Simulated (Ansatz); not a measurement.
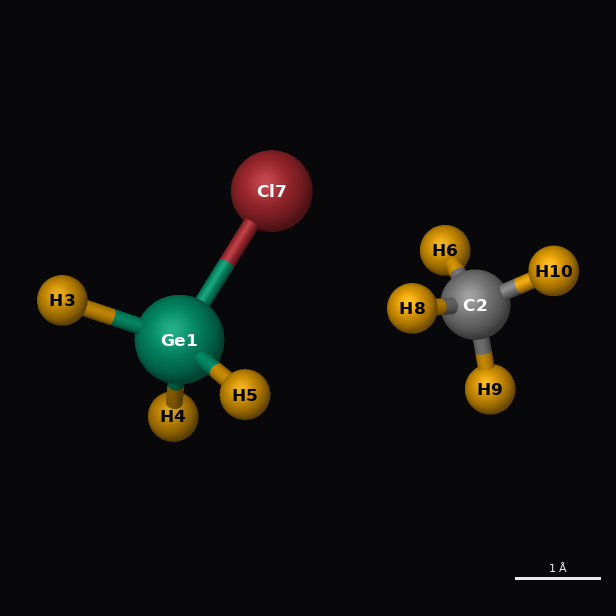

Atoms carry their numbers in the input. The computed geometry is a stationary point of PBE0-D4/def2-TZVP, a saddle point of order 1.

Q: How are the neighbours of atom 1 arranged?

A: Ge1 has 4 neighbours (H3 at 1.53, H4 at 1.53, H5 at 1.53, Cl7 at 2.16 Å); the arrangement is tetrahedral.

Q: Describe the coordination of atom 2.

A: C2 has 4 neighbours (H6 at 1.09, H8 at 1.09, H9 at 1.09, H10 at 1.09 Å); the arrangement is tetrahedral.
